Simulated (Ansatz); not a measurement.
# GeP₂H (quartet): wB97M-V, B2PLYP, RPA-PBE over vertical spin and charge gaps and displaced geometries, cc-pVDZ, part 1 of 2

Aim: run GeP₂H (quartet) with these functionals over vertical spin and charge gaps and displaced geometries, and hold them against the top wave-function level at the same points.

Method: cc-pVDZ, all electrons in the functionals, frozen cores in the correlation of double hybrids and RPA; program: Ansatz 0.2.0, Gaussian basis.

Plan: wB97M-V, B2PLYP, RPA-PBE, at charge 0, quartet; charge 0, doublet; charge 0, sextet; charge 1, triplet; charge 1, quintet; displaced geometry v1; displaced geometry v2.

32 further runs of the same task are left out: 5 for a known fault of the program, 11 that didn't finish, 16 set aside as unsound or not needed.

**1. The geometry**

The geometry is a PBE0/def2-TZVP stationary point (not a proven minimum). No spin-orbit coupling is included. The filled d shell of Ge may be among the frozen orbitals whatever the setting's name suggests; the logs give the count.

4 atoms, charge 0, spin multiplicity 4.

Atoms are counted from 1 here; the program's logs count them from 0.

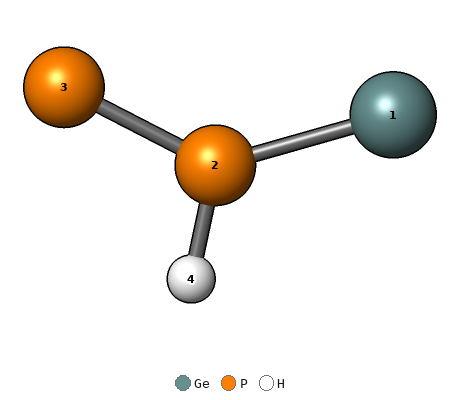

The structure; germanium teal, phosphorus orange, hydrogen white; atoms are numbered from 1 in the order of the file.

No dispersion term is added; wB97M-V holds VV10 nonlocal correlation.

The geometry shown and the zero of energy belong to the point charge 0, quartet. The yardstick, UCCSDT(Q), and other wave-function levels (R restricted, U unrestricted, valence and pair active spaces) come from earlier runs.

**2. wB97M-V, charge 0, quartet**

in.yaml

```yaml
crystal:
  periodic: [false, false, false]
  atoms:
    - {symbol: Ge, position_ang: [0.000000, -0.119118, 1.424328]}
    - {symbol: P, position_ang: [0.000000, 0.557898, -0.721905]}
    - {symbol: P, position_ang: [0.000000, -0.342056, -2.586585]}
    - {symbol: H, position_ang: [0.000000, 1.951740, -0.979040]}
basis:
  gaussian: {orbitals: cc-pVDZ}
magnetization: {spin_polarized: true, initial_magnetization: 3}
hamiltonian: {xc: {name: wB97M-V}}
output: {orbitals: {seedname: orbitals}}
```

Run with:

```console
> ansatz run in.yaml --threads 1 --pin off --events-out ev --progress --plain --max-ram 2393MiB
```

Standard output, shortened:

```text
Functional definition: wB97M-V
  name "wB97M-V"
  cite "Mardirossian & Head-Gordon, J. Chem. Phys. 144, 214110 (2016) doi:10.1063/1.4952647"
  cite "Becke, J. Chem. Phys. 107, 8554 (1997) doi:10.1063/1.475007"
  cite "Vydrov & Van Voorhis, J. Chem. Phys. 133, 244103 (2010) doi:10.1063/1.3521275"
  # Of w^i u^j: cxij and so on, Table III.
[...]
  gx(w, u) = 1 - cx + cx01*u + cx10*w
  gss(w, u) = css00 + css04*u^4 + css10*w + css20*w^2 + css43*w^4*u^3
  gos(w, u) = cos00 + cos10*w + (cos20 + cos21*u)*w^2 + (cos60 + cos61*u)*w^6
[...]
      + integral(e_c_pw_mod_opposite_spin*gos(b97_w_opposite, b97_u_opposite)) + vv10(b, c)
757 factors; integrals over basis functions are off by at most 1.3e-3 eV
202 factors; integrals over basis functions are off by at most 9.4e-6 eV
[...]
mean field -75104.52358222 eV, -2760.0403339722 hartree, gradient 7.5e-5 eV, S^2 3.794776; 1 other end points of the search recorded, 0 dependent functions left out
reference -75104.52361596 eV, -2760.0403352119 hartree; 33, 30 occupied and 35, 38 virtual orbitals, 757 factors
Total energy: -75104.52361596 eV, -2760.0403352119 hartree
```

It took 20 s on 1 thread of Arm Neoverse V2, shared host.

From the report: ⟨S²⟩ of the determinant 3.795 (pure quartet: 3.75).

**3. wB97M-V, charge 0, doublet**

Edit in.yaml of step 2 so:

```diff
@@ -9,3 +9,3 @@
   gaussian: {orbitals: cc-pVDZ}
-magnetization: {spin_polarized: true, initial_magnetization: 3}
+magnetization: {spin_polarized: true, initial_magnetization: 1}
 hamiltonian: {xc: {name: wB97M-V}}
```

The command is unchanged.

Standard output, shortened:

```text
Functional definition: wB97M-V
  name "wB97M-V"
  cite "Mardirossian & Head-Gordon, J. Chem. Phys. 144, 214110 (2016) doi:10.1063/1.4952647"
  cite "Becke, J. Chem. Phys. 107, 8554 (1997) doi:10.1063/1.475007"
  cite "Vydrov & Van Voorhis, J. Chem. Phys. 133, 244103 (2010) doi:10.1063/1.3521275"
  # Of w^i u^j: cxij and so on, Table III.
[...]
  gx(w, u) = 1 - cx + cx01*u + cx10*w
  gss(w, u) = css00 + css04*u^4 + css10*w + css20*w^2 + css43*w^4*u^3
  gos(w, u) = cos00 + cos10*w + (cos20 + cos21*u)*w^2 + (cos60 + cos61*u)*w^6
[...]
      + integral(e_c_pw_mod_opposite_spin*gos(b97_w_opposite, b97_u_opposite)) + vv10(b, c)
757 factors; integrals over basis functions are off by at most 1.3e-3 eV
202 factors; integrals over basis functions are off by at most 9.4e-6 eV
[...]
mean field -75104.40981363 eV, -2760.0361530534 hartree, gradient 3.6e-6 eV, S^2 1.761175; 8 other end points of the search recorded, 0 dependent functions left out
reference -75104.40984767 eV, -2760.0361543044 hartree; 32, 31 occupied and 36, 37 virtual orbitals, 757 factors
Total energy: -75104.40984767 eV, -2760.0361543044 hartree
```

It took 2.4 min on 1 thread of Arm Neoverse V2, shared host; peak memory 0.44 GiB.

From the report: ⟨S²⟩ of the determinant 1.761 (pure doublet: 0.75). The determinant is far from a pure spin state, so its energy mixes those of several spin states (harmless only where they are near-degenerate, as at dissociation).

From charge 0, quartet: +11.0 kJ/mol.

**4. wB97M-V, charge 0, sextet**

Edit in.yaml of step 3 so:

```diff
@@ -9,4 +9,4 @@
   gaussian: {orbitals: cc-pVDZ}
-magnetization: {spin_polarized: true, initial_magnetization: 1}
+magnetization: {spin_polarized: true, initial_magnetization: 5}
 hamiltonian: {xc: {name: wB97M-V}}
-output: {orbitals: {seedname: orbitals}}
+output: {forces: true, orbitals: {seedname: orbitals}}
```

Same command.

Standard output, shortened:

```text
Functional definition: wB97M-V
  name "wB97M-V"
  cite "Mardirossian & Head-Gordon, J. Chem. Phys. 144, 214110 (2016) doi:10.1063/1.4952647"
  cite "Becke, J. Chem. Phys. 107, 8554 (1997) doi:10.1063/1.475007"
  cite "Vydrov & Van Voorhis, J. Chem. Phys. 133, 244103 (2010) doi:10.1063/1.3521275"
  # Of w^i u^j: cxij and so on, Table III.
[...]
  gx(w, u) = 1 - cx + cx01*u + cx10*w
  gss(w, u) = css00 + css04*u^4 + css10*w + css20*w^2 + css43*w^4*u^3
  gos(w, u) = cos00 + cos10*w + (cos20 + cos21*u)*w^2 + (cos60 + cos61*u)*w^6
[...]
      + integral(e_c_pw_mod_opposite_spin*gos(b97_w_opposite, b97_u_opposite)) + vv10(b, c)
757 factors; integrals over basis functions are off by at most 1.3e-3 eV
202 factors; integrals over basis functions are off by at most 9.4e-6 eV
[...]
mean field -75101.07630641 eV, -2759.9136489227 hartree, gradient 8.3e-6 eV, S^2 8.757792; 2 other end points of the search recorded, 0 dependent functions left out
[...]
reference -75101.07633962 eV, -2759.9136501432 hartree; 34, 29 occupied and 34, 39 virtual orbitals, 757 factors
Total energy: -75101.07633962 eV, -2759.9136501432 hartree
Atom 0 at     0.000000    -0.119118     1.424328 Å, force     0.000000    -0.973795     2.774984 eV/Å
Atom 1 at     0.000000     0.557898    -0.721905 Å, force     0.000000     2.198704     0.639138 eV/Å
Atom 2 at     0.000000    -0.342056    -2.586585 Å, force    -0.000000    -1.477133    -3.155027 eV/Å
Atom 3 at     0.000000     1.951740    -0.979040 Å, force     0.000000     0.252223    -0.259095 eV/Å
Dipole moment:    -0.000000     0.278238    -0.705599 e Å
```

Run time: 62 s. Hardware: 1 thread of Arm Neoverse V2, shared host.

From the report: ⟨S²⟩ of the determinant 8.758 (pure sextet: 8.75).

From charge 0, quartet: +332.6 kJ/mol.

**5. wB97M-V, charge 1, triplet**

Edit in.yaml of step 4 so:

```diff
@@ -9,3 +9,4 @@
   gaussian: {orbitals: cc-pVDZ}
-magnetization: {spin_polarized: true, initial_magnetization: 5}
+total_charge: 1
+magnetization: {spin_polarized: true, initial_magnetization: 2}
 hamiltonian: {xc: {name: wB97M-V}}
```

Launched as before.

Standard output, shortened:

```text
Functional definition: wB97M-V
  name "wB97M-V"
  cite "Mardirossian & Head-Gordon, J. Chem. Phys. 144, 214110 (2016) doi:10.1063/1.4952647"
  cite "Becke, J. Chem. Phys. 107, 8554 (1997) doi:10.1063/1.475007"
  cite "Vydrov & Van Voorhis, J. Chem. Phys. 133, 244103 (2010) doi:10.1063/1.3521275"
  # Of w^i u^j: cxij and so on, Table III.
[...]
  gx(w, u) = 1 - cx + cx01*u + cx10*w
  gss(w, u) = css00 + css04*u^4 + css10*w + css20*w^2 + css43*w^4*u^3
  gos(w, u) = cos00 + cos10*w + (cos20 + cos21*u)*w^2 + (cos60 + cos61*u)*w^6
[...]
      + integral(e_c_pw_mod_opposite_spin*gos(b97_w_opposite, b97_u_opposite)) + vv10(b, c)
757 factors; integrals over basis functions are off by at most 1.3e-3 eV
202 factors; integrals over basis functions are off by at most 9.4e-6 eV
[...]
mean field -75097.25224381 eV, -2759.7731172143 hartree, gradient 9.2e-7 eV, S^2 2.084049; 1 other end points of the search recorded, 0 dependent functions left out
[...]
reference -75097.25227917 eV, -2759.7731185138 hartree; 32, 30 occupied and 36, 38 virtual orbitals, 757 factors
Total energy: -75097.25227917 eV, -2759.7731185138 hartree
Atom 0 at     0.000000    -0.119118     1.424328 Å, force     0.000000    -0.145340     0.562856 eV/Å
Atom 1 at     0.000000     0.557898    -0.721905 Å, force     0.000000     0.314389    -0.628300 eV/Å
Atom 2 at     0.000000    -0.342056    -2.586585 Å, force    -0.000000    -0.360833    -0.262200 eV/Å
Atom 3 at     0.000000     1.951740    -0.979040 Å, force     0.000000     0.191784     0.327644 eV/Å
Dipole moment:    -0.000000     0.118324     0.071895 e Å
```

Wall time 45 s (1 thread of Arm Neoverse V2, shared host).

From the report: ⟨S²⟩ of the determinant 2.084 (pure triplet: 2.00).

From charge 0, quartet: +701.6 kJ/mol.

**6. wB97M-V, charge 1, quintet**

Edit in.yaml of step 5 so:

```diff
@@ -10,4 +10,4 @@
 total_charge: 1
-magnetization: {spin_polarized: true, initial_magnetization: 2}
+magnetization: {spin_polarized: true, initial_magnetization: 4}
 hamiltonian: {xc: {name: wB97M-V}}
-output: {forces: true, orbitals: {seedname: orbitals}}
+output: {orbitals: {seedname: orbitals}}
```

Same command.

Standard output, shortened:

```text
Functional definition: wB97M-V
  name "wB97M-V"
  cite "Mardirossian & Head-Gordon, J. Chem. Phys. 144, 214110 (2016) doi:10.1063/1.4952647"
  cite "Becke, J. Chem. Phys. 107, 8554 (1997) doi:10.1063/1.475007"
  cite "Vydrov & Van Voorhis, J. Chem. Phys. 133, 244103 (2010) doi:10.1063/1.3521275"
  # Of w^i u^j: cxij and so on, Table III.
[...]
  gx(w, u) = 1 - cx + cx01*u + cx10*w
  gss(w, u) = css00 + css04*u^4 + css10*w + css20*w^2 + css43*w^4*u^3
  gos(w, u) = cos00 + cos10*w + (cos20 + cos21*u)*w^2 + (cos60 + cos61*u)*w^6
[...]
      + integral(e_c_pw_mod_opposite_spin*gos(b97_w_opposite, b97_u_opposite)) + vv10(b, c)
757 factors; integrals over basis functions are off by at most 1.3e-3 eV
202 factors; integrals over basis functions are off by at most 9.4e-6 eV
[...]
mean field -75095.15866910 eV, -2759.6961797629 hartree, gradient 1.8e-5 eV, S^2 6.006260; 4 other end points of the search recorded, 0 dependent functions left out
reference -75095.15870400 eV, -2759.6961810453 hartree; 33, 29 occupied and 35, 39 virtual orbitals, 757 factors
Total energy: -75095.15870400 eV, -2759.6961810453 hartree
```

It took 55 s on 1 thread of Arm Neoverse V2, shared host.

From the report: ⟨S²⟩ of the determinant 6.006 (pure quintet: 6.00).

From charge 0, quartet: +903.6 kJ/mol.

**7. wB97M-V, displaced geometry v1**

in.yaml

```yaml
crystal:
  periodic: [false, false, false]
  atoms:
    - {symbol: Ge, position_ang: [-0.010162, -0.125145, 1.439336]}
    - {symbol: P, position_ang: [-0.010995, 0.535729, -0.718051]}
    - {symbol: P, position_ang: [0.036969, -0.304915, -2.625344]}
    - {symbol: H, position_ang: [-0.065808, 1.926066, -0.987996]}
basis:
  gaussian: {orbitals: cc-pVDZ}
magnetization: {spin_polarized: true, initial_magnetization: 3}
hamiltonian: {xc: {name: wB97M-V}}
output: {orbitals: {seedname: orbitals}}
```

The command is unchanged.

Standard output, shortened:

```text
Functional definition: wB97M-V
  name "wB97M-V"
  cite "Mardirossian & Head-Gordon, J. Chem. Phys. 144, 214110 (2016) doi:10.1063/1.4952647"
  cite "Becke, J. Chem. Phys. 107, 8554 (1997) doi:10.1063/1.475007"
  cite "Vydrov & Van Voorhis, J. Chem. Phys. 133, 244103 (2010) doi:10.1063/1.3521275"
  # Of w^i u^j: cxij and so on, Table III.
[...]
  gx(w, u) = 1 - cx + cx01*u + cx10*w
  gss(w, u) = css00 + css04*u^4 + css10*w + css20*w^2 + css43*w^4*u^3
  gos(w, u) = cos00 + cos10*w + (cos20 + cos21*u)*w^2 + (cos60 + cos61*u)*w^6
[...]
      + integral(e_c_pw_mod_opposite_spin*gos(b97_w_opposite, b97_u_opposite)) + vv10(b, c)
757 factors; integrals over basis functions are off by at most 1.3e-3 eV
203 factors; integrals over basis functions are off by at most 9.0e-6 eV
[...]
mean field -75104.52175987 eV, -2760.0402670019 hartree, gradient 5.1e-5 eV, S^2 3.796891; 2 other end points of the search recorded, 0 dependent functions left out
reference -75104.52179369 eV, -2760.0402682448 hartree; 33, 30 occupied and 35, 38 virtual orbitals, 757 factors
Total energy: -75104.52179369 eV, -2760.0402682448 hartree
```

Wall time 20 s (1 thread of Arm Neoverse V2, shared host).

From the report: ⟨S²⟩ of the determinant 3.797 (pure quartet: 3.75).

From charge 0, quartet: +0.2 kJ/mol.

**8. wB97M-V, displaced geometry v2**

in.yaml

```yaml
crystal:
  periodic: [false, false, false]
  atoms:
    - {symbol: Ge, position_ang: [0.057860, -0.114947, 1.420739]}
    - {symbol: P, position_ang: [-0.107014, 0.570443, -0.713900]}
    - {symbol: P, position_ang: [-0.030394, -0.361935, -2.586760]}
    - {symbol: H, position_ang: [0.052715, 1.876591, -0.961001]}
basis:
  gaussian: {orbitals: cc-pVDZ}
magnetization: {spin_polarized: true, initial_magnetization: 3}
hamiltonian: {xc: {name: wB97M-V}}
output: {orbitals: {seedname: orbitals}}
```

The command is unchanged.

Standard output, shortened:

```text
Functional definition: wB97M-V
  name "wB97M-V"
  cite "Mardirossian & Head-Gordon, J. Chem. Phys. 144, 214110 (2016) doi:10.1063/1.4952647"
  cite "Becke, J. Chem. Phys. 107, 8554 (1997) doi:10.1063/1.475007"
  cite "Vydrov & Van Voorhis, J. Chem. Phys. 133, 244103 (2010) doi:10.1063/1.3521275"
  # Of w^i u^j: cxij and so on, Table III.
[...]
  gx(w, u) = 1 - cx + cx01*u + cx10*w
  gss(w, u) = css00 + css04*u^4 + css10*w + css20*w^2 + css43*w^4*u^3
  gos(w, u) = cos00 + cos10*w + (cos20 + cos21*u)*w^2 + (cos60 + cos61*u)*w^6
[...]
      + integral(e_c_pw_mod_opposite_spin*gos(b97_w_opposite, b97_u_opposite)) + vv10(b, c)
757 factors; integrals over basis functions are off by at most 9.1e-4 eV
203 factors; integrals over basis functions are off by at most 8.9e-6 eV
[...]
mean field -75104.43746032 eV, -2760.0371690505 hartree, gradient 5.5e-5 eV, S^2 3.792871; 2 other end points of the search recorded, 0 dependent functions left out
reference -75104.43749406 eV, -2760.0371702904 hartree; 33, 30 occupied and 35, 38 virtual orbitals, 757 factors
Total energy: -75104.43749406 eV, -2760.0371702904 hartree
```

It took 22 s on 1 thread of Arm Neoverse V2, shared host.

From the report: ⟨S²⟩ of the determinant 3.793 (pure quartet: 3.75).

From charge 0, quartet: +8.3 kJ/mol.

**9. B2PLYP, charge 0, quartet**

in.yaml

```yaml
crystal:
  periodic: [false, false, false]
  atoms:
    - {symbol: Ge, position_ang: [0.000000, -0.119118, 1.424328]}
    - {symbol: P, position_ang: [0.000000, 0.557898, -0.721905]}
    - {symbol: P, position_ang: [0.000000, -0.342056, -2.586585]}
    - {symbol: H, position_ang: [0.000000, 1.951740, -0.979040]}
basis:
  gaussian: {orbitals: cc-pVDZ}
magnetization: {spin_polarized: true, initial_magnetization: 3}
hamiltonian: {xc: {name: B2PLYP}}
correlation: {electrons: outside_noble_gas}
```

Launched as before.

Standard output, shortened:

```text
Functional definition: B2PLYP
  name "B2PLYP"
  cite "Grimme, J. Chem. Phys. 124, 034108 (2006) doi:10.1063/1.2148954"
  cite "Becke, Phys. Rev. A 38, 3098 (1988) doi:10.1103/PhysRevA.38.3098"
  cite "Lee, Yang & Parr, Phys. Rev. B 37, 785 (1988) doi:10.1103/PhysRevB.37.785"
[...]
757 factors; integrals over basis functions are off by at most 1.3e-3 eV
[...]
mean field -75087.83129218 eV, -2759.4269036275 hartree, gradient 3.4e-6 eV, S^2 3.820167; 2 other end points of the search recorded, 0 dependent functions left out
24 core orbitals not correlated: weight in the atoms' cores, before any rotation towards them, 0.999 or more for the frozen orbitals, at most 0.000 for the correlated occupied ones
reference -75087.83143703 eV, -2759.4269089507 hartree; 9, 6 occupied and 35, 38 virtual orbitals, 757 factors
second order -9.11113752 eV of doubles, -0.00000000 eV of singles
Total energy: -75090.29144416 eV, -2759.5173125452 hartree
```

Wall time 6 s (1 thread of Arm Neoverse V2, shared host).

From the report: ⟨S²⟩ of the determinant 3.820 (pure quartet: 3.75).

**10. B2PLYP, charge 0, doublet**

Edit in.yaml of step 9 so:

```diff
@@ -9,3 +9,3 @@
   gaussian: {orbitals: cc-pVDZ}
-magnetization: {spin_polarized: true, initial_magnetization: 3}
+magnetization: {spin_polarized: true, initial_magnetization: 1}
 hamiltonian: {xc: {name: B2PLYP}}
```

Same command.

Standard output, shortened:

```text
Functional definition: B2PLYP
  name "B2PLYP"
  cite "Grimme, J. Chem. Phys. 124, 034108 (2006) doi:10.1063/1.2148954"
  cite "Becke, Phys. Rev. A 38, 3098 (1988) doi:10.1103/PhysRevA.38.3098"
  cite "Lee, Yang & Parr, Phys. Rev. B 37, 785 (1988) doi:10.1103/PhysRevB.37.785"
[...]
757 factors; integrals over basis functions are off by at most 1.3e-3 eV
[...]
mean field -75087.72243697 eV, -2759.4229032724 hartree, gradient 3.8e-6 eV, S^2 1.777594; 10 other end points of the search recorded, 0 dependent functions left out
24 core orbitals not correlated: weight in the atoms' cores, before any rotation towards them, 1.000 or more for the frozen orbitals, at most 0.000 for the correlated occupied ones
reference -75087.72258129 eV, -2759.4229085762 hartree; 8, 7 occupied and 36, 37 virtual orbitals, 757 factors
second order -9.12522346 eV of doubles, -0.00000000 eV of singles
Total energy: -75090.18639163 eV, -2759.5134519359 hartree
```

Wall time 32 s (1 thread of Arm Neoverse V2, shared host).

From the report: ⟨S²⟩ of the determinant 1.778 (pure doublet: 0.75). The determinant is far from a pure spin state, so its energy mixes those of several spin states (harmless only where they are near-degenerate, as at dissociation).

From charge 0, quartet: +10.1 kJ/mol.

**11. B2PLYP, charge 0, sextet**

Edit in.yaml of step 10 so:

```diff
@@ -9,3 +9,3 @@
   gaussian: {orbitals: cc-pVDZ}
-magnetization: {spin_polarized: true, initial_magnetization: 1}
+magnetization: {spin_polarized: true, initial_magnetization: 5}
 hamiltonian: {xc: {name: B2PLYP}}
```

The command is unchanged.

Standard output, shortened:

```text
Functional definition: B2PLYP
  name "B2PLYP"
  cite "Grimme, J. Chem. Phys. 124, 034108 (2006) doi:10.1063/1.2148954"
  cite "Becke, Phys. Rev. A 38, 3098 (1988) doi:10.1103/PhysRevA.38.3098"
  cite "Lee, Yang & Parr, Phys. Rev. B 37, 785 (1988) doi:10.1103/PhysRevB.37.785"
[...]
757 factors; integrals over basis functions are off by at most 1.3e-3 eV
[...]
mean field -75084.70902009 eV, -2759.3121622448 hartree, gradient 4.0e-6 eV, S^2 8.772935; 2 other end points of the search recorded, 0 dependent functions left out
24 core orbitals not correlated: weight in the atoms' cores, before any rotation towards them, 0.999 or more for the frozen orbitals, at most 0.000 for the correlated occupied ones
reference -75084.70916603 eV, -2759.3121676079 hartree; 10, 5 occupied and 34, 39 virtual orbitals, 757 factors
second order -7.88622463 eV of doubles, -0.00000000 eV of singles
Total energy: -75086.83844668 eV, -2759.3904172285 hartree
```

Run time: 6.5 s. Hardware: 1 thread of Arm Neoverse V2, shared host.

From the report: ⟨S²⟩ of the determinant 8.773 (pure sextet: 8.75).

From charge 0, quartet: +333.2 kJ/mol.

**12. B2PLYP, charge 1, triplet**

Edit in.yaml of step 11 so:

```diff
@@ -9,3 +9,4 @@
   gaussian: {orbitals: cc-pVDZ}
-magnetization: {spin_polarized: true, initial_magnetization: 5}
+total_charge: 1
+magnetization: {spin_polarized: true, initial_magnetization: 2}
 hamiltonian: {xc: {name: B2PLYP}}
```

Same command.

Standard output, shortened:

```text
Functional definition: B2PLYP
  name "B2PLYP"
  cite "Grimme, J. Chem. Phys. 124, 034108 (2006) doi:10.1063/1.2148954"
  cite "Becke, Phys. Rev. A 38, 3098 (1988) doi:10.1103/PhysRevA.38.3098"
  cite "Lee, Yang & Parr, Phys. Rev. B 37, 785 (1988) doi:10.1103/PhysRevB.37.785"
[...]
757 factors; integrals over basis functions are off by at most 1.3e-3 eV
[...]
mean field -75080.72716807 eV, -2759.1658318819 hartree, gradient 4.1e-6 eV, S^2 2.139953; 6 other end points of the search recorded, 0 dependent functions left out
24 core orbitals not correlated: weight in the atoms' cores, before any rotation towards them, 0.999 or more for the frozen orbitals, at most 0.000 for the correlated occupied ones
reference -75080.72731034 eV, -2759.1658371102 hartree; 8, 6 occupied and 36, 38 virtual orbitals, 757 factors
second order -8.73248312 eV of doubles, -0.00000000 eV of singles
Total energy: -75083.08508078 eV, -2759.2524835759 hartree
```

It took 12 s on 1 thread of Arm Neoverse V2, shared host.

From the report: ⟨S²⟩ of the determinant 2.140 (pure triplet: 2.00).

From charge 0, quartet: +695.3 kJ/mol.

**13. B2PLYP, charge 1, quintet**

Edit in.yaml of step 12 so:

```diff
@@ -10,3 +10,3 @@
 total_charge: 1
-magnetization: {spin_polarized: true, initial_magnetization: 2}
+magnetization: {spin_polarized: true, initial_magnetization: 4}
 hamiltonian: {xc: {name: B2PLYP}}
```

Launched as before.

Standard output, shortened:

```text
Functional definition: B2PLYP
  name "B2PLYP"
  cite "Grimme, J. Chem. Phys. 124, 034108 (2006) doi:10.1063/1.2148954"
  cite "Becke, Phys. Rev. A 38, 3098 (1988) doi:10.1103/PhysRevA.38.3098"
  cite "Lee, Yang & Parr, Phys. Rev. B 37, 785 (1988) doi:10.1103/PhysRevB.37.785"
[...]
757 factors; integrals over basis functions are off by at most 1.3e-3 eV
[...]
mean field -75078.90882952 eV, -2759.0990091726 hartree, gradient 2.0e-6 eV, S^2 6.019410; 8 other end points of the search recorded, 0 dependent functions left out
24 core orbitals not correlated: weight in the atoms' cores, before any rotation towards them, 0.999 or more for the frozen orbitals, at most 0.000 for the correlated occupied ones
reference -75078.90897550 eV, -2759.0990145372 hartree; 9, 5 occupied and 35, 39 virtual orbitals, 757 factors
second order -7.64979442 eV of doubles, -0.00000000 eV of singles
Total energy: -75080.97441999 eV, -2759.1749182224 hartree
```

Run time: 16 s. Hardware: 1 thread of Arm Neoverse V2, shared host.

From the report: ⟨S²⟩ of the determinant 6.019 (pure quintet: 6.00).

From charge 0, quartet: +899.0 kJ/mol.

(Continued in part 2 of 2.)
